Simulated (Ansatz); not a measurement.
```xyz
9

C    -1.0270    0.7573    0.5543
F     0.4790    0.4111   -2.4863
O    -1.1891   -0.1884   -0.4699
Si   -0.0032   -0.7494   -1.4596
H    -0.1165    0.5703    1.1528
H    -1.8952    0.7020    1.2276
H    -0.9692    1.7818    0.1490
H    -0.5909   -1.8566   -2.2458
H     1.2003   -1.1318   -0.6700
```

Geometry: PBE0-D3(BJ)/def2-SVP.

Theory: isolated molecule in a Gaussian basis; Kohn-Sham density functional theory, functional PBE0 in Ansatz.

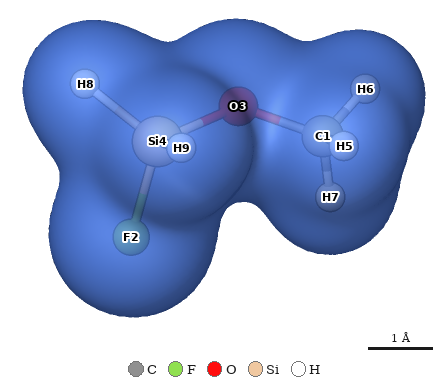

CH₅FOSi (SMILES CO[SiH2]F). Isosurface of the total electron density at 0.05 e/Å³ (blue), seen at a tilt.

Q: Which contacts does the surface bridge?

A: At this value the surface is in one piece. It bridges the sampled C–O (1.40 Å), Si–F (1.62 Å), Si–O (1.64 Å) and C–H (1.10 Å) contacts, where the density stays above the isovalue. On the grid the lowest density along these lines, outside the cores, is 1.7 e/Å³ (C–O, 1.40 Å), 0.95 e/Å³ (Si–F, 1.62 Å), 1 e/Å³ (Si–O, 1.64 Å) and 1.9 e/Å³ (C–H, 1.10 Å).
